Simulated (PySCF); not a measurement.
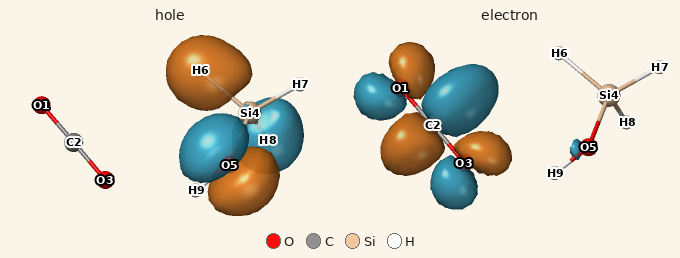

Figure. CH₄O₃Si, SMILES `O=C=O.[SiH3]O`. Leading natural transition orbital pair of S₃ (TDA singlet states); the surfaces enclose about 78 % of each orbital's density.

PySCF calculation, PBE0/def2-SVP, gas phase; geometry: an unrelaxed start of a pair search. Without diffuse functions Rydberg states are missing, so the states' numbers hold for this basis only.

Input script:

```python
import numpy as np
from pyscf import gto, scf, dft, tdscf
from pyscf.scf import atom_ks, atom_hf
from scipy.linalg import block_diag

def solve(mol, dm0=None, hcore=None):
    mf = (dft.UKS if mol.spin else dft.RKS)(mol, xc='pbe0')
    mf.grids.level = 3
    mf = mf.density_fit(auxbasis='def2-universal-jkfit')
    mf.conv_tol, mf.max_cycle = 1e-8, 80
    if hcore is not None:
        mf.get_hcore = lambda *args: hcore
    mf.kernel(dm0)
    if not mf.converged:
        mf = mf.newton().run(mf.mo_coeff, mf.mo_occ, max_cycle=30)
    assert mf.converged, 'SCF not converged'
    return mf

mol = gto.M(atom='''
O     -2.82140     0.74913     0.21485
C     -2.07528    -0.07604    -0.04452
O     -1.33550    -0.91478    -0.29414
Si     1.85893     0.57495    -0.08967
O      1.62889    -0.97644     0.33202
H      0.75350     1.40777     0.40307
H      3.11939     0.87946     0.56950
H      1.93033     0.71615    -1.54511
H      0.84744    -1.45970     0.07319
''', basis='def2-svp', charge=0, spin=0, verbose=4)
mf = solve(mol)
td = mf.TDA()
td.nstates, td.singlet, td.conv_tol = 5, True, 1e-5
td.kernel()
td.analyze()
x, y = np.array([p[0] for p in td.xy]), np.array([p[1] + 0 * p[0] for p in td.xy])
f, mu = td.oscillator_strength(), td.transition_dipole()
nto = [td.get_nto(state=i + 1, verbose=4) for i in range(len(td.e))]
# spherically averaged free atoms, for the promolecule
atm = atom_ks.get_atm_nrks(mol, xc='pbe0')
pro = block_diag(*[(atm[a[0]][2] * atm[a[0]][3]) @ atm[a[0]][2].T for a in mol._atom])
np.savez('result.npz', e=td.e, f=f, ok=td.converged, w=[n[0] for n in nto], nto=[n[1] for n in nto], x=x, y=y, c=mf.mo_coeff, occ=mf.mo_occ, eps=mf.mo_energy, pro=pro, mu=mu)
```

Launched as:

```sh
OMP_NUM_THREADS=1 python input.py
```

The run took 2.8 min on 1 thread of Intel(R) Xeon(R) Processor @ 2.50GHz (Skylake/Cascade Lake), with other jobs on the host, peak memory 0.52 GiB.

Characterise the state.

8.45 eV (147 nm), f = 0.014, charge transfer, whose energy this functional puts too low; the leading pair carries 99 %; hole on O5 (49 %), Si4 (19 %) and H6 and H8 (14 % each), electron on C2 (43 %), O1 (25 %) and O3 (23 %); their centroids lie 3.3 Å apart. In canonical orbitals it is mainly HOMO → LUMO+1 (98 %). The HOMO–LUMO gap is 9.09 eV.
